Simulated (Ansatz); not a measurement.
# Liquid GaGeTe6 (208 atoms) by DFT dynamics

Wanted: pair distributions and atomic motion in GaGeTe6 (208 atoms) at high temperature.

Method: Kohn-Sham DFT, PBE+D3(BJ), PAW (set soft_2, large core), plane waves, in Ansatz 0.2.0.

## (1) Set-up

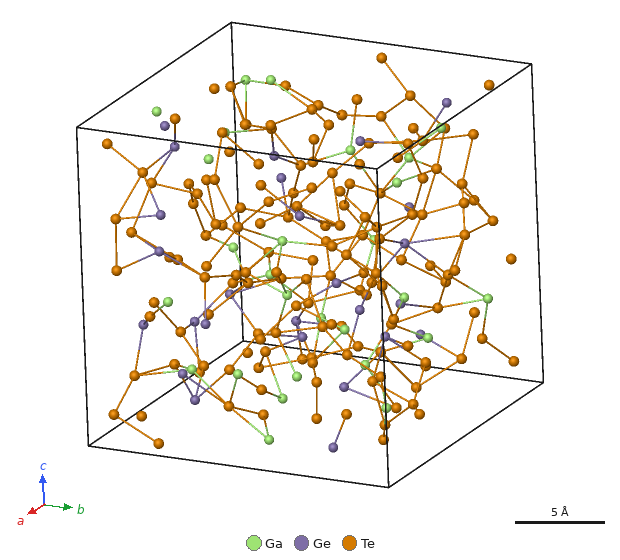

The starting structure, seen slightly off an axis (gallium green, germanium purple, tellurium orange). Bonds to atoms that aren't drawn are left out. Some periodic images of atoms are drawn too.

The cell holds 208 atoms: 26 Ga, 26 Ge and 156 Te. Its edges and angles: a = 19.187 Å, b = 19.187 Å, c = 19.187 Å, α = 90.0°, β = 90.0°, γ = 90.0°. 208 atoms (26 Ga, 26 Ge, 156 Te) packed at random in a cube at 5.55 g/cm³ and pushed apart as soft spheres; a start for melting by ab initio MD, not an equilibrated structure.

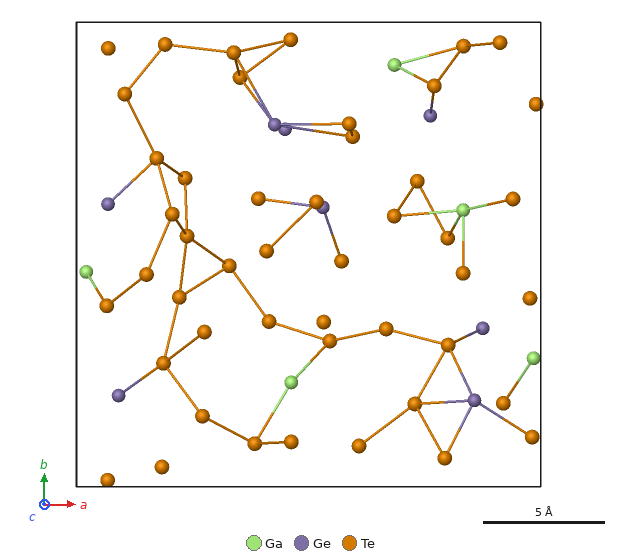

A slice 6 Å thick through the middle of the cell. Bonds to atoms that aren't drawn are left out.

Before any run, some limits are plain. Only the Γ point is sampled, in a cell whose shortest periodic width is 19 Å. No spin–orbit coupling is included, so levels derived from the heavy atoms are approximate.

## (2) Single point at the start

A single point comes first, to see the forces before anything moves.

The input, input.yaml:

```yaml
crystal:
  lattice:
    - [19.1866, 0.0, 0.0]
    - [0.0, 19.1866, 0.0]
    - [0.0, 0.0, 19.1866]
  atoms:
    - { symbol: Ga, position: [0.29722, 0.69241, 0.68532] }
    - { symbol: Ga, position: [0.22645, 0.73938, 0.18106] }
    - { symbol: Ga, position: [0.021, 0.46255, 0.38446] }
    - { symbol: Ga, position: [0.93979, 0.4774, 0.26802] }
    [... 198 atom lines left out ...]
    - { symbol: Te, position: [0.68432, 0.58278, 0.49584] }
    - { symbol: Te, position: [0.44811, 0.99471, 0.71079] }
    - { symbol: Te, position: [0.39805, 0.65699, 0.83773] }
    - { symbol: Te, position: [0.98341, 0.87855, 0.70931] }
    - { symbol: Te, position: [0.72879, 0.17803, 0.51859] }
    - { symbol: Te, position: [0.5356, 0.59776, 0.93276] }
kpoints:
  mp_grid: { grid: [1, 1, 1] }
hamiltonian:
  xc: pbe
  pseudopotentials: { kind: paw, core: large }
  dispersion: d3bj
scf:
  occupations: { method: fermi_dirac, width: 0.121 }
output:
  forces: true
```

The run is started by

```console
$ ansatz run input.yaml --threads 32 --pin off --max-ram 143360MiB --backend cuda --events-out ev --progress --plain --runs-dir out
```

Elapsed: 3.6 s, on 1 × NVIDIA GB200 with 32 threads of Arm Neoverse V2, shared host; peak memory 2.1 GiB; 9.6 s of CPU time.

That memory is the host's; the program planned up to 21 GiB on the GPU. Forces of this run were stored rounded, and per-atom blocks of the log weren't kept.

The program notes that potentials were chosen by core size and the dispersion model switches parameters near this geometry.

Read from the output:

```yaml
free_energy: -981438.8221 eV
free_energy_per_atom: -4718.4559 eV/atom
scf_cycles: 10
r_m_s_force_component: 0.8051 eV/Å
longest_force: 3.687 eV/Å
fermi_energy: 5.472 eV
```

The r.m.s. force component of 0.81 eV/Å sets the starting point.

Length of the force by element:

```csv
element,coordination,atoms,mean length of the force (eV/Å),spread,least,most
Ga,all,26,0.715,0.431,0.122,2.16
Ge,all,26,0.776,0.286,0.192,1.26
Te,all,156,1.36,0.710,0.199,3.69
```

## (3) Melting at 1400 K

The random start is held at a high temperature, to make it forget its packing.

Edit input.yaml of step 2 so:

```diff
@@ -17 +17,8 @@
   forces: true
+md:
+  timestep: 3
+  n_steps: 150
+  ensemble: nvt_langevin
+  temperature: 1400
+  initial_velocities: maxwell_boltzmann
+  seed: 7608
```

It took 4.4 min on 1 × NVIDIA GB200 with 32 threads; peak memory 2.2 GiB; 15 min of CPU time.

That memory is the host's.

The program notes that it switched symmetry off.

The trajectory, sampled:

```csv
time (fs),T (K),potential (meV/atom)
0.0,1393,0.0
30.0,1378,-21.0
60.0,1646,-77.4
90.0,1732,-116.1
120.0,1538,-123.9
150.0,1540,-136.2
180.0,1542,-136.4
210.0,1521,-145.6
240.0,1438,-147.8
270.0,1461,-142.9
300.0,1506,-151.8
330.0,1554,-154.3
360.0,1417,-154.6
390.0,1489,-162.3
420.0,1376,-159.7
450.0,1532,-162.6
```

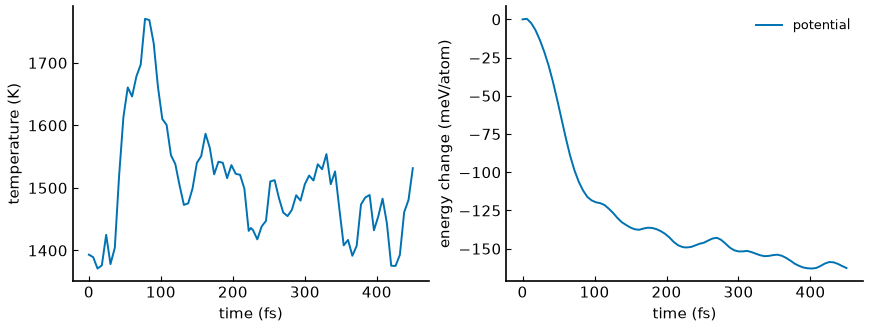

Temperature and energies against time.

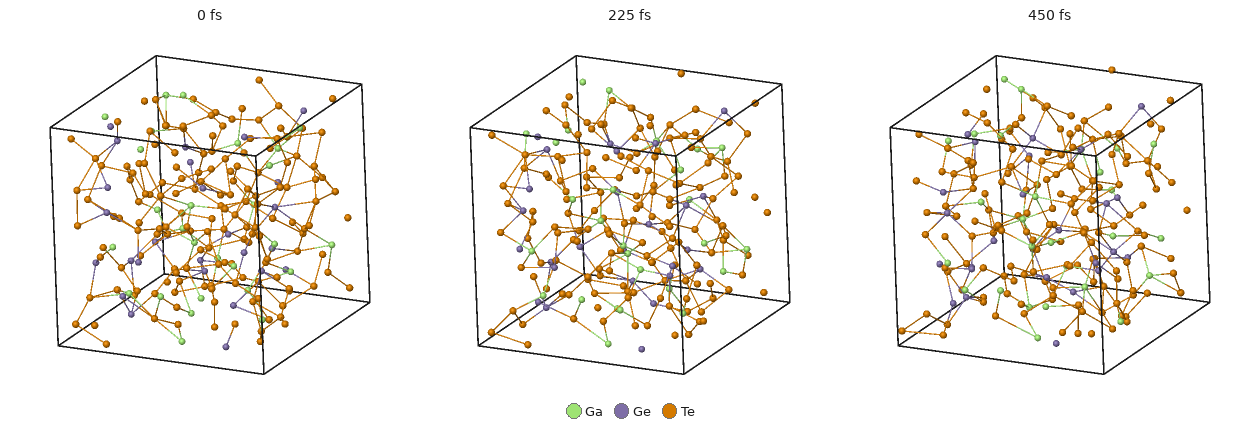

3 frames of the run. Bonds to atoms that aren't drawn are left out.

Mean square displacement from the first frame to the last: Ga 1.8 Å², Ge 1.5 Å², Te 1.2 Å².

Table of mean square displacement by time lag:

```csv
time lag (fs),Ga (Å²),Ge (Å²),Te (Å²)
3.0,4.8e-4,4.6e-4,2.6e-4
21.0,0.0223,0.0211,0.0120
39.0,0.0719,0.0672,0.0388
57.0,0.142,0.131,0.0771
66.0,0.182,0.168,0.0995
84.0,0.269,0.246,0.149
102.0,0.360,0.326,0.201
123.0,0.466,0.417,0.265
141.0,0.555,0.492,0.319
159.0,0.639,0.566,0.372
168.0,0.680,0.601,0.399
186.0,0.758,0.671,0.449
204.0,0.832,0.738,0.499
225.0,0.912,0.813,0.555
```

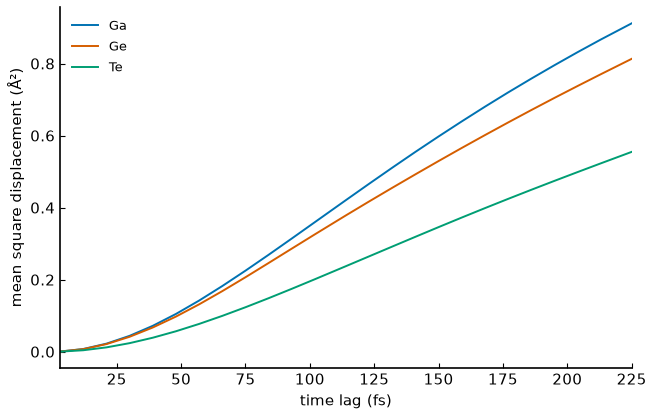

Mean square displacement, plotted against time lag.

Over the second half of 450 fs the temperature averages 1465 K with swings of 46 K r.m.s. From first frame to last Ga has the largest mean square displacement, 1.8 Å² at the end; the farthest move is 2.47 Å. By the end of the lags followed (0.23 ps), the least mobile element has a mean square displacement of 0.55 Å², too little over such short lags to show that the memory of the start is lost. The run spans 0.45 ps, too short for its means to be equilibrium values.

## (4) Liquid at 1050 K

The hot cell is sampled with a Nosé–Hoover thermostat, which disturbs diffusion little, and with stress on.

The input, input.yaml:

```yaml
crystal:
  lattice:
    - [19.1866, 0.0, 0.0]
    - [0.0, 19.1866, 0.0]
    - [0.0, 0.0, 19.1866]
  atoms:
    - { symbol: Ga, position: [0.3519, 0.67449, 0.67024] }
    - { symbol: Ga, position: [0.1961, 0.81432, 0.16349] }
    - { symbol: Ga, position: [0.96218, 0.52054, 0.44048] }
    - { symbol: Ga, position: [0.93811, 0.47742, 0.29545] }
    [... 198 atom lines left out ...]
    - { symbol: Te, position: [0.72275, 0.61394, 0.54467] }
    - { symbol: Te, position: [0.4341, 0.95503, 0.72834] }
    - { symbol: Te, position: [0.36801, 0.65156, 0.82297] }
    - { symbol: Te, position: [0.00589, 0.89038, 0.72935] }
    - { symbol: Te, position: [0.71363, 0.15693, 0.5201] }
    - { symbol: Te, position: [0.47997, 0.64219, 0.90998] }
kpoints:
  mp_grid: { grid: [1, 1, 1] }
hamiltonian:
  xc: pbe
  pseudopotentials: { kind: paw, core: large }
  dispersion: d3bj
scf:
  occupations: { method: fermi_dirac, width: 0.09 }
output:
  forces: true
  stress: true
md:
  timestep: 3
  n_steps: 160
  ensemble: nvt_nose_hoover
  temperature: 1050
  initial_velocities: maxwell_boltzmann
  seed: 8753
```

Run time: 4.3 min. Hardware: 1 × NVIDIA GB200 with 32 threads; peak memory 2.4 GiB; 17 min of CPU time.

That memory is the host's.

The program notes that the SCF threshold is loose for the stress.

The trajectory, sampled:

```csv
time (fs),T (K),potential (meV/atom),conserved (meV/atom)
0.0,1050,0.0,0.00
30.0,1115,-8.5,-0.02
66.0,1196,-21.6,-0.02
96.0,1194,-28.3,-0.02
126.0,1119,-28.0,-0.02
162.0,1086,-30.7,-0.02
192.0,1113,-37.5,-0.03
222.0,1056,-33.5,-0.01
258.0,1038,-34.5,-0.03
288.0,1050,-38.3,-0.03
318.0,1056,-41.3,-0.03
354.0,1048,-43.4,-0.04
384.0,1035,-44.3,-0.02
414.0,1086,-53.4,-0.04
450.0,1058,-54.3,-0.03
480.0,1018,-53.2,-0.03
```

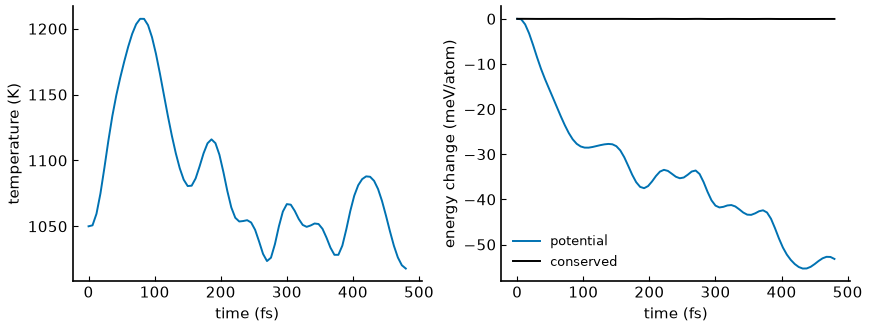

Temperature and energies against time.

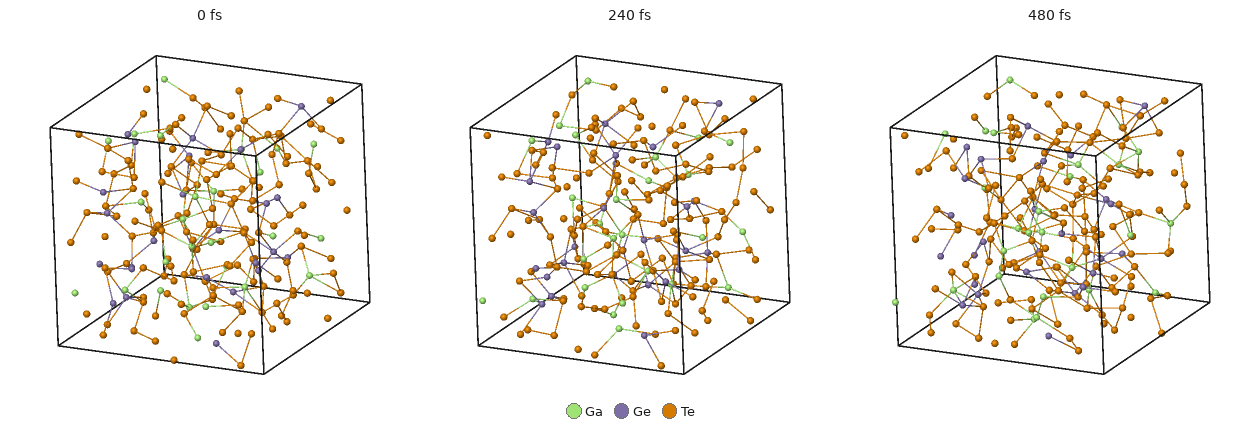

3 frames of the run. Bonds to atoms that aren't drawn are left out.

Mean square displacement from the first frame to the last: Ga 2.2 Å², Ge 1.9 Å², Te 1.7 Å².

Mean square displacement against time lag:

```csv
time lag (fs),Ga (Å²),Ge (Å²),Te (Å²)
3.0,3.1e-4,3.7e-4,1.9e-4
12.0,0.00489,0.00597,0.00304
30.0,0.0298,0.0366,0.0188
42.0,0.0568,0.0701,0.0364
60.0,0.109,0.136,0.0723
72.0,0.150,0.188,0.102
81.0,0.184,0.229,0.126
99.0,0.253,0.317,0.181
111.0,0.302,0.375,0.221
129.0,0.376,0.462,0.284
141.0,0.426,0.516,0.328
159.0,0.502,0.593,0.396
168.0,0.542,0.628,0.431
180.0,0.595,0.673,0.478
198.0,0.680,0.736,0.549
210.0,0.738,0.776,0.596
228.0,0.828,0.835,0.668
240.0,0.890,0.874,0.716
```

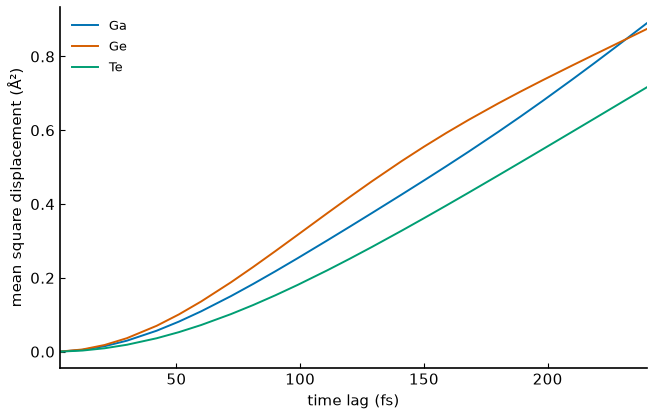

Mean square displacement, plotted against time lag.

Over the second half of 480 fs the temperature averages 1051 K with swings of 19 K r.m.s. The conserved energy stays within 0.04 meV/atom. From first frame to last Ga has the largest mean square displacement, 2.2 Å² at the end; the farthest move is 3.03 Å. By the end of the lags followed (0.24 ps), the least mobile element has a mean square displacement of 0.72 Å², too little over such short lags to show that the memory of the start is lost. The potential energy still drifts by -12 meV/atom between the last two quarters, so the cell isn't at equilibrium and its averages are those of a relaxing fluid. The run spans 0.48 ps, too short for its means to be equilibrium values.

## (5) Local order late in the run

The g(r) is a mean over the second half.

Density 5.55 g/cm³, 33.96 Å³ an atom.

Mean of 15 frames. Pair distribution functions g(r), in bins of 0.2 Å:

```csv
r (Å),total,Te-Te,Te-Ga,Te-Ge,Ga-Ga,Ga-Ge,Ge-Ge
2.30,0.02,0.00,0.03,0.02,0.10,0.20,0.00
2.50,0.30,0.05,0.63,0.52,1.27,1.06,0.17
2.70,1.19,0.61,1.92,2.24,0.91,1.32,0.38
2.90,1.61,1.31,2.01,2.19,0.78,2.02,0.90
3.10,1.55,1.47,1.62,1.71,1.56,1.86,1.22
3.30,1.27,1.25,1.19,1.36,0.98,1.56,1.27
3.50,1.22,1.16,1.52,1.19,0.45,1.38,0.63
3.70,1.09,1.15,1.06,0.95,0.69,1.61,0.85
3.90,1.10,1.21,1.01,0.95,0.54,0.94,1.34
4.10,1.08,1.27,0.82,0.80,1.20,0.99,1.00
4.30,0.99,1.12,0.86,0.83,0.30,0.68,0.89
4.50,1.00,1.10,0.83,0.94,0.71,0.74,0.96
4.70,0.95,1.03,0.89,0.78,0.93,0.84,1.18
4.90,0.86,0.92,0.79,0.77,0.85,0.64,0.93
5.10,0.83,0.83,0.77,0.87,0.81,1.03,1.02
5.30,0.80,0.78,0.87,0.79,0.67,0.84,0.79
5.50,0.88,0.78,1.03,0.99,0.80,1.03,0.75
5.70,1.02,0.96,1.10,1.15,1.01,1.07,0.85
5.90,1.13,1.10,1.11,1.21,1.33,1.29,1.01
6.10,1.11,1.10,1.02,1.23,1.01,1.41,0.70
6.30,1.08,1.06,1.10,1.09,1.15,1.16,0.82
6.50,1.06,1.04,1.08,1.14,0.63,1.26,1.03
6.70,1.00,0.97,1.05,1.07,0.57,1.11,0.85
6.90,0.97,0.99,0.91,0.99,0.59,1.30,0.67
7.10,1.02,1.02,1.04,0.99,0.84,1.30,0.72
7.30,0.99,0.99,1.04,0.99,1.01,0.95,0.63
7.50,0.93,0.96,0.92,0.89,1.14,0.78,0.91
7.70,0.99,1.02,0.95,0.96,1.35,0.81,0.83
```

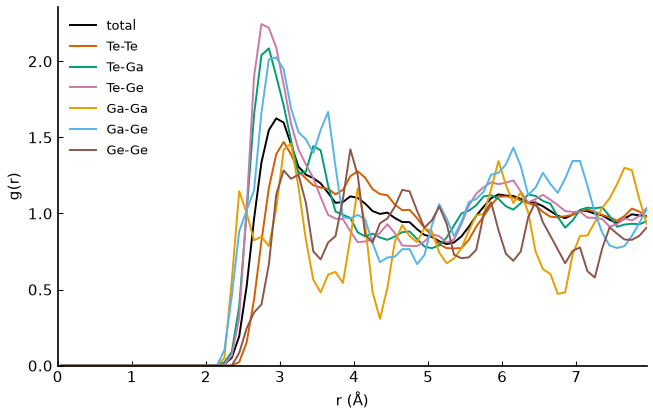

Pair distribution functions, lightly smoothed.

## (6) Outcome

```yaml
mean_temperature_second_half_liquid_at_1050_k: 1051 K
temperature_swing_second_half_liquid_at_1050_k: 19.22 K
mean_pressure_second_half_liquid_at_1050_k: -0.123 GPa
slope_of_the_conserved_energy_against_time_by_least_squares_liquid_at_1050_k: -0.0475 meV/atom/ps
wall_time_of_the_3_dft_runs: 8.8 min
```

In words: Melting at 1400 K: by the end of the lags followed (0.23 ps), the least mobile element has a mean square displacement of 0.55 Å², too little over such short lags to show that the memory of the start is lost. Liquid at 1050 K: by the end of the lags followed (0.24 ps), the least mobile element has a mean square displacement of 0.72 Å², too little over such short lags to show that the memory of the start is lost. Liquid at 1050 K: the potential energy still drifts by -12 meV/atom between the last two quarters, so the cell isn't at equilibrium and its averages are those of a relaxing fluid.

What to keep in mind: The program warns that the dispersion model switches its C6 values near this geometry, which can put artefacts into forces and pressure.

[Logs are printed without paths, hosts, clocks, repeated set-up lines and the standing remarks that a program may print on its own settings, such as how far it seeks lower states.]

[Hosts, paths, dates, database ids (printed as entryN), source tags and the programs' standing remarks are cut or masked in the printed files.]
